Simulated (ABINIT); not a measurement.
# MgO (Fm-3m): G0W0 with ABINIT, start to end, part 2 of 3

Aim: the G0W0 gap of MgO (Fm-3m) on PBE, step by step.

ABINIT 10.8.3; PBE and many-body steps on it, plane waves. Known limits of the many-body steps: not at the basis limit.

So far. Step 2 (Ground state): The gap is direct, at Γ.

## 3. Bands along the symmetry lines

Level of this step: DFT, PBE, plane waves, norm-conserving pseudopotentials (ABINIT).

Levels along a band path, at the cheap level, show where the edges lie and whether the meshes to come will hold them.

Contents of run.abi:

```
acell 3*1.0 Angstrom
rprim 
  -0.000000000000 2.097001392700 2.097001392700
  2.097001392700 0.000000000000 2.097001392700
  2.097001392700 2.097001392700 0.000000000000
ntypat 2
znucl 12 8
natom 2
typat 1 2
xred 
  0.000000000000 0.000000000000 0.000000000000
  0.500000000000 0.500000000000 0.500000000000
pp_dirpath "pseudos"
pseudos "Mg.upf, O.upf"
ecut 38
iscf -2
irdden 1
kptopt 0
nkpt 50
kpt 
  0.00000000 0.00000000 0.00000000
  0.06250000 0.00000000 0.06250000
  0.12500000 0.00000000 0.12500000
  0.18750000 0.00000000 0.18750000
  0.25000000 0.00000000 0.25000000
  0.31250000 0.00000000 0.31250000
  0.37500000 0.00000000 0.37500000
  0.43750000 0.00000000 0.43750000
  0.50000000 0.00000000 0.50000000
  0.51562500 0.03125000 0.51562500
  0.53125000 0.06250000 0.53125000
  0.54687500 0.09375000 0.54687500
  0.56250000 0.12500000 0.56250000
  0.57812500 0.15625000 0.57812500
  0.59375000 0.18750000 0.59375000
  0.60937500 0.21875000 0.60937500
  0.62500000 0.25000000 0.62500000
  0.37500000 0.37500000 0.75000000
  0.32812500 0.32812500 0.65625000
  0.28125000 0.28125000 0.56250000
  0.23437500 0.23437500 0.46875000
  0.18750000 0.18750000 0.37500000
  0.14062500 0.14062500 0.28125000
  0.09375000 0.09375000 0.18750000
  0.04687500 0.04687500 0.09375000
  0.00000000 0.00000000 0.00000000
  0.06250000 0.06250000 0.06250000
  0.12500000 0.12500000 0.12500000
  0.18750000 0.18750000 0.18750000
  0.25000000 0.25000000 0.25000000
  0.31250000 0.31250000 0.31250000
  0.37500000 0.37500000 0.37500000
  0.43750000 0.43750000 0.43750000
  0.50000000 0.50000000 0.50000000
  0.50000000 0.46875000 0.53125000
  0.50000000 0.43750000 0.56250000
  0.50000000 0.40625000 0.59375000
  0.50000000 0.37500000 0.62500000
  0.50000000 0.34375000 0.65625000
  0.50000000 0.31250000 0.68750000
  0.50000000 0.28125000 0.71875000
  0.50000000 0.25000000 0.75000000
  0.50000000 0.21875000 0.71875000
  0.50000000 0.18750000 0.68750000
  0.50000000 0.15625000 0.65625000
  0.50000000 0.12500000 0.62500000
  0.50000000 0.09375000 0.59375000
  0.50000000 0.06250000 0.56250000
  0.50000000 0.03125000 0.53125000
  0.50000000 0.00000000 0.50000000
istwfk *1
nband 15
nbdbuf 2
tolwfr 1e-08
nstep 40
prtwf 0
prtvol 0
indata_prefix "in"
outdata_prefix "out"
tmpdata_prefix "tmp"
```

Launch:

```sh
$ OMP_NUM_THREADS=1 mpirun -n 8 abinit run.abi > log
```

Numbers of over 12 decimals in the logs are rounded to 6 here.

Output:

```text
.Version 10.8.3 of ABINIT. v10.8.2 released Aug 2026.

 Symmetries : space group Fm -3 m (#225); Bravais cF (face-center cubic)
[... echo of the input left out ...]
== DATASET  1 ==================================================================
-   mpi_nproc: 8, omp_nthreads: 1 (-1 if OMP is not activated)

--- !DatasetInfo
iteration_state: {dtset: 1, }
dimensions: {natom: 2, nkpt: 50, mband: 15, nsppol: 1, nspinor: 1, nspden: 1, mpw: 1411, }
cutoff_energies: {ecut:  38.0, pawecutdg:  -1.0, }
electrons: {nelect:   1.60000000E+01, charge:   0.00000000E+00, occopt:   1.00000000E+00, tsmear:   1.00000000E-02, }

 Real(R)+Recip(G) space primitive vectors, cartesian coordinates (Bohr,Bohr^-1):
 R(1)=  0.0000000  3.9627583  3.9627583  G(1)= -0.1261747  0.1261747  0.1261747
 R(2)=  3.9627583  0.0000000  3.9627583  G(2)=  0.1261747 -0.1261747  0.1261747
 R(3)=  3.9627583  3.9627583  0.0000000  G(3)=  0.1261747  0.1261747 -0.1261747
 Unit cell volume ucvol=  1.2445798E+02 bohr^3
 Angles (23,13,12)=  6.00000000E+01  6.00000000E+01  6.00000000E+01 degrees

 getcut: wavevector=  0.0000  0.0000  0.0000  ngfft=  32  32  32
         ecut(hartree)=     38.000   => boxcut(ratio)=   2.05769

--- Pseudopotential description ------------------------------------------------
- Mg Generated using ONCVPSP code by D. R. Hamann
- 12.00000  10.00000  171031                  znucl, zion, pspdat
12 -101130 1 -1 1510                          pspcod,pspxc,lmax,lloc,mmax
     nproj     2     2     0
  pspatm : epsatm=    9.22893308
         --- l  ekb(1:nproj) -->
             0    2.250005   -0.808630
             1   -6.469357   -2.503313
 pspatm: atomic psp has been read  and splines computed

- O Generated using ONCVPSP code by D. R. Hamann
-  8.00000   6.00000  171031                  znucl, zion, pspdat
12 -101130 2 -1 936                           pspcod,pspxc,lmax,lloc,mmax
     nproj     2     2     1
  pspatm : epsatm=    6.19545534
         --- l  ekb(1:nproj) -->
             0    6.056735    0.824024
[...]
2   -1.331955
 pspatm: atomic psp has been read  and splines computed

--------------------------------------------------------------------------------

================================================================================
 prteigrs : about to open file out_EIG
 Non-SCF case, kpt    1 (  0.00000  0.00000  0.00000), residuals and eigenvalues=
  3.62E-09  2.32E-09  3.41E-09  4.94E-09  9.15E-09  1.91E-09  5.29E-09  8.93E-09
  4.40E-09  1.83E-09  8.92E-09  2.29E-09  6.87E-09  3.16E-08  2.61E-07
 -2.4797E+00 -1.2578E+00 -1.2578E+00 -1.2578E+00 -4.5613E-01  1.7790E-01
  1.7790E-01  1.7790E-01  3.5778E-01  7.6721E-01  7.6721E-01  7.6721E-01
[...]
Non-SCF case, kpt    2 (  0.06250  0.00000  0.06250), residuals and eigenvalues=
  3.02E-09  8.62E-09  1.99E-09  6.39E-09  3.31E-09  3.28E-09  1.66E-09  3.81E-09
[...]
3.33E-09  1.27E-09  8.65E-10  3.46E-09  1.92E-09  1.81E-09  5.31E-09  4.86E-09
  4.55E-09  6.95E-10  6.38E-09  1.73E-09  4.85E-09  4.94E-08  4.13E-07
[...]
Non-SCF case, kpt   49 (  0.50000  0.03125  0.53125), residuals and eigenvalues=
[...]
Non-SCF case, kpt   50 (  0.50000  0.00000  0.50000), residuals and eigenvalues=
[...]
-2.4793E+00 -1.2606E+00 -1.2589E+00 -1.2589E+00 -3.9813E-01  2.7623E-02
  1.2827E-01  1.2827E-01  5.1764E-01  5.5107E-01  6.6414E-01  8.8312E-01
[...]
--- !ResultsGS
iteration_state: {dtset: 1, }
comment   : Summary of ground state results
lattice_vectors:
- [ -0.0000000,   3.9627583,   3.9627583, ]
- [  3.9627583,   0.0000000,   3.9627583, ]
- [  3.9627583,   3.9627583,   0.0000000, ]
lattice_lengths: [   5.60419,    5.60419,    5.60419, ]
lattice_angles: [ 60.000,  60.000,  60.000, ] # degrees, (23, 13, 12)
lattice_volume:   1.2445798E+02
convergence: {deltae:  0.000E+00, res2:  0.000E+00, residm:  9.981E-09, diffor:  0.000E+00, }
etotal    :  -7.60504444E+01
entropy   :   0.00000000E+00
fermie    :   1.77897150E-01
cartesian_stress_tensor: null
pressure_GPa: null
xred      :
- [  0.0000E+00,   0.0000E+00,   0.0000E+00, Mg]
- [  5.0000E-01,   5.0000E-01,   5.0000E-01,  O]
cartesian_forces: null
force_length_stats: {min: null, max: null, mean: null, }

 Integrated electronic density in atomic spheres:
 ------------------------------------------------
 Atom  Sphere_radius  Integrated_density
[...]
================================================================================

 ----iterations are completed or convergence reached----

 Mean square residual over all n,k,spin=   35.766E-10; max=  99.810E-10
 reduced coordinates (array xred) for    2 atoms
       0.000000000000      0.000000000000      0.000000000000
       0.500000000000      0.500000000000      0.500000000000

 cartesian coordinates (angstrom) at end:
    1      0.000000     0.000000     0.000000
    2      2.097001     2.097001     2.097001
 length scales=  1.889726125908  1.889726125908  1.889726125908 bohr
              =  1.000000000000  1.000000000000  1.000000000000 angstroms
 prteigrs : about to open file out_EIG
 Eigenvalues (hartree) for nkpt=  50  k points:
 kpt#   1, nband= 15, wtk=  1.00000, kpt=  0.0000  0.0000  0.0000 (reduced coord)
[...]
kpt#   2, nband= 15, wtk=  1.00000, kpt=  0.0625  0.0000  0.0625 (reduced coord)
[...]
kpt#   3, nband= 15, wtk=  1.00000, kpt=  0.1250  0.0000  0.1250 (reduced coord)
[...]
kpt#  49, nband= 15, wtk=  1.00000, kpt=  0.5000  0.0313  0.5313 (reduced coord)
  -2.47926   -1.26059   -1.25893   -1.25892   -0.39804    0.02832    0.12683    0.12764
   0.51993    0.55330    0.66333    0.87823    0.88457    1.12988    1.18625
 kpt#  50, nband= 15, wtk=  1.00000, kpt=  0.5000  0.0000  0.5000 (reduced coord)
  -2.47926   -1.26059   -1.25891   -1.25891   -0.39813    0.02762    0.12827    0.12827
   0.51764    0.55107    0.66414    0.88312    0.88312    1.12685    1.18428

== END DATASET(S) ==============================================================
================================================================================

 -outvars: echo values of variables after computation  --------
            nband          15
             nkpt          50
          spgroup         225
 [... the other variables as echoed above ...]

 Calculation completed.
```

Wall time 3 s (8 MPI ranks of INTEL XEON PLATINUM 8581C at 2.10GHz (Emerald Rapids), shared host); peak memory 0.08 GiB; 22 s of CPU time.

This step gave:

- gap: 4.895 eV
- k of the valence top: 0, 0, 0
- k of the conduction bottom: 0, 0, 0
- least direct gap: 4.895 eV

The gap is 4.895 eV, as in the run before at this level.

The electronic bands at the labelled points (eV, zero at the top of the highest filled band; v1 is the highest filled band, c1 the lowest empty one):

```
    point      v4     v3     v2     v1     c1     c2     c3     c4
        Γ  -17.25   0.00   0.00   0.00   4.89  16.04  16.04  16.04
        X  -15.67  -4.09  -1.35  -1.35   9.24  10.15  13.23  19.19
        U  -15.65  -3.50  -2.72  -1.15  10.22  11.95  12.66  18.34
jump to K  -15.65  -3.50  -2.72  -1.15  10.22  11.95  12.66  18.34
        Γ  -17.25   0.00   0.00   0.00   4.89  16.04  16.04  16.04
        L  -15.90  -4.64  -0.65  -0.65   8.02  12.76  16.49  16.49
        W  -15.61  -2.96  -2.96  -1.78  11.77  11.77  12.35  15.74
        X  -15.67  -4.09  -1.35  -1.35   9.24  10.15  13.23  19.19
```

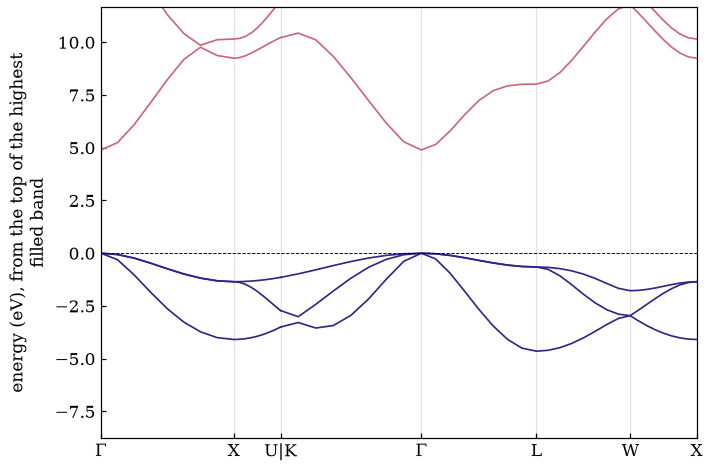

Electronic bands along the path; lines of filled and empty bands in two colours.

## 4. Empty states on the mesh, 6×6×6 mesh, 117 bands

The sums over transitions need many empty states on a uniform mesh; this step solves for them.

Contents of run.abi:

```
acell 3*1.0 Angstrom
rprim 
  -0.000000000000 2.097001392700 2.097001392700
  2.097001392700 0.000000000000 2.097001392700
  2.097001392700 2.097001392700 0.000000000000
ntypat 2
znucl 12 8
natom 2
typat 1 2
xred 
  0.000000000000 0.000000000000 0.000000000000
  0.500000000000 0.500000000000 0.500000000000
pp_dirpath "pseudos"
pseudos "Mg.upf, O.upf"
ecut 38
ngkpt 6 6 6
nshiftk 1
shiftk 0 0 0
kptopt 1
chksymbreak 0
irdden 1
istwfk *1
nband 117
prtvol 0
optdriver 6
gwr_task "HDIAGO"
paral_kgb 0
occopt 1
indata_prefix "in"
outdata_prefix "out"
tmpdata_prefix "tmp"
```

Output:

```text
[banner, memory and clock lines left out]
.Version 10.8.3 of ABINIT. v10.8.2 released Aug 2026.

 Symmetries : space group Fm -3 m (#225); Bravais cF (face-center cubic)
[... echo of the input left out ...]
== DATASET  1 ==================================================================
-   mpi_nproc: 8, omp_nthreads: 1 (-1 if OMP is not activated)

--- !DatasetInfo
iteration_state: {dtset: 1, }
dimensions: {natom: 2, nkpt: 16, mband: 117, nsppol: 1, nspinor: 1, nspden: 1, mpw: 1411, }
cutoff_energies: {ecut:  38.0, pawecutdg:  -1.0, }
electrons: {nelect:   1.60000000E+01, charge:   0.00000000E+00, occopt:   1.00000000E+00, tsmear:   1.00000000E-02, }

.Using double precision arithmetic; gwpc =  8

- Reading GS density from: in_DEN

--- Pseudopotential description ------------------------------------------------
- Mg Generated using ONCVPSP code by D. R. Hamann
- 12.00000  10.00000  171031                  znucl, zion, pspdat
12 -101130 1 -1 1510                          pspcod,pspxc,lmax,lloc,mmax
     nproj     2     2     0
  pspatm : epsatm=    9.22893308
         --- l  ekb(1:nproj) -->
             0    2.250005   -0.808630
             1   -6.469357   -2.503313
 pspatm: atomic psp has been read  and splines computed

- O Generated using ONCVPSP code by D. R. Hamann
-  8.00000   6.00000  171031                  znucl, zion, pspdat
12 -101130 2 -1 936                           pspcod,pspxc,lmax,lloc,mmax
     nproj     2     2     1
  pspatm : epsatm=    6.19545534
         --- l  ekb(1:nproj) -->
             0    6.056735    0.824024
             1   -4.717130   -1.149271
             2   -1.331955
 pspatm: atomic psp has been read  and splines computed

   2.46790215E+02                                ecore*ucvol(ha*bohr**3)

 Total charge density [el/Bohr^3]
)     Maximum=    3.3940E+00  at reduced coord.    0.0625    0.9375    0.9688
)     Minimum=    1.0142E-02  at reduced coord.    0.2500    0.2500    0.2500
   Integrated=    1.6000E+01

 === KS gaps after direct diagonalization ===
 Direct band gap semiconductor
 Fundamental gap:     4.895 (eV)
   VBM:     4.841 (eV) at k: [ 0.0000E+00,  0.0000E+00,  0.0000E+00]
   CBM:     9.736 (eV) at k: [ 0.0000E+00,  0.0000E+00,  0.0000E+00]
 Direct gap:         4.895 (eV) at k: [ 0.0000E+00,  0.0000E+00,  0.0000E+00]

== END DATASET(S) ==============================================================

 -outvars: echo values of variables after computation  --------
           etotal      0.0000000000E+00
            nband         117
             nkpt          16
          spgroup         225
 [... the other variables as echoed above ...]

 Calculation completed.
```

The job ended after 5.2 s (8 MPI ranks; peak memory 1.3 GiB).

Numbers from this step:

```yaml
gap: 4.895 eV
k_of_the_valence_top: 0, 0, 0
k_of_the_conduction_bottom: 0, 0, 0
least_direct_gap: 4.895 eV
k_points_computed: 16
lowest_point_of_the_top_converged_band_above_the_valence_top: 159.6666 eV
```

On this mesh the gap is 4.895 eV.

## 5. Screening, 6×6×6 mesh, 109 bands, screening to 239.5 eV

The RPA dielectric matrix is built and inverted for each q.

This step: RPA screening on PBE, plane waves, norm-conserving pseudopotentials.

Edit run.abi of step 4 so:

```diff
@@ -20,10 +20,11 @@
 chksymbreak 0
-irdden 1
 istwfk *1
-nband 117
-prtvol 0
-optdriver 6
-gwr_task "HDIAGO"
-paral_kgb 0
 occopt 1
+irdwfk 1
+optdriver 3
+nband 109
+ecuteps 8.8
+inclvkb 2
+awtr 1
+symchi 1
 indata_prefix "in"
```

Output:

```text
.Version 10.8.3 of ABINIT. v10.8.2 released Aug 2026.

 Symmetries : space group Fm -3 m (#225); Bravais cF (face-center cubic)
[... echo of the input left out ...]
== DATASET  1 ==================================================================
-   mpi_nproc: 8, omp_nthreads: 1 (-1 if OMP is not activated)

--- !DatasetInfo
iteration_state: {dtset: 1, }
dimensions: {natom: 2, nkpt: 16, mband: 109, nsppol: 1, nspinor: 1, nspden: 1, mpw: 1411, }
cutoff_energies: {ecut:  38.0, pawecutdg:  -1.0, }
electrons: {nelect:   1.60000000E+01, charge:   0.00000000E+00, occopt:   1.00000000E+00, tsmear:   1.00000000E-02, }

 SCREENING: Calculation of the susceptibility and dielectric matrices

 Based on a program developped by R.W. Godby, V. Olevano, G. Onida, and L. Reining.
 Incorporated in ABINIT by V. Olevano, G.-M. Rignanese, and M. Torrent.
.Using double precision arithmetic ; gwpc =  8

[... cell and pseudopotentials left out ...]
--------------------------------------------------------------------------------

 ==== K-mesh for the wavefunctions ====
 Number of points in the irreducible wedge :    16
[... list of points left out ...]
 Together with 48 symmetry operations and time-reversal symmetry
 yields   216 points in the full Brillouin Zone.

 ==== Q-mesh for the screening function ====
 Number of points in the irreducible wedge :    16
[... list of points left out ...]
 Together with 48 symmetry operations and time-reversal symmetry
 yields   216 points in the full Brillouin Zone.

 setmesh: FFT mesh size selected  =    24x   24x   24
          total number of points  =        13824

 vcoul_init : cutoff-mode = AUXILIARY_FUNCTION
 q-points for optical limit:   1
     1)      0.000010    0.000020    0.000030

- screening: taking advantage of time-reversal symmetry
- Maximum band index for partially occupied states nbvw = 8
- Remaining bands to be divided among processors   nbcw = 101
- Number of bands treated by each node ~12

 Number of electrons calculated from density =   16.0000; Expected =   16.0000
 average of density, n =  0.128557
 r_s =    1.2291
 omega_plasma =   34.5863 [eV]

 calculating chi0 at frequencies [eV] :
  1    0.000000E+00    0.000000E+00
  2    0.000000E+00    3.458631E+01

--------------------------------------------------------------------------------
  q-point number  1        q = ( 0.000000, 0.000000, 0.000000) [r.l.u.]
--------------------------------------------------------------------------------
[... chi0 elements left out ...]
 For q-point:  0.000010 0.000020 0.000030
  dielectric constant =   3.0170
  dielectric constant without local fields =   3.2366

  Average fulfillment of the sum rule on Im[epsilon] for q-point    1 :     75.56  [%]
[... wings left out ...]
  q-point number  2        q = ( 0.166667, 0.000000, 0.000000) [r.l.u.]
--------------------------------------------------------------------------------
[... chi0 elements left out ...]
  Average fulfillment of the sum rule on Im[epsilon] for q-point    2 :     89.23  [%]

 [... 14 further q-points ...]
```

Run time: 43 s. Hardware: 8 MPI ranks; peak memory 1.4 GiB.

This step gave:

```yaml
eps_infinity_with_local_fields_on_this_mesh_along_the_program_s_q_direction: 3.017
the_same_without_local_fields: 3.237
plasma_frequency: 34.59 eV
plane_waves_in_the_screening_matrix: 169
```

Local fields lower ε∞ by 7 %.

(Continued in part 3 of 3.)

[Paths, hosts, dates, memory and timing lines, banners, echoed tables and standing remarks are left out of the program output.]

[Logs are printed without paths, hosts, clocks, repeated set-up lines and the standing remarks that a program may print on its own settings, such as how far it seeks lower states.]

[Runs of the session that timed out or met a known fault of the program may be left out.]

[Hosts, paths, dates, database ids (printed as entryN), source tags and the programs' standing remarks are cut or masked in the printed files.]

[G0W0 gaps are taken among the corrected bands and points alone; a level outside them can change the order at an edge.]

[Where Ansatz stands beside ABINIT at settings called matched, ABINIT's density can come from a denser mesh and the files from another edition; pairs whose starting gaps differed by over 0.03 eV were left out, so agreement reads better than it is.]
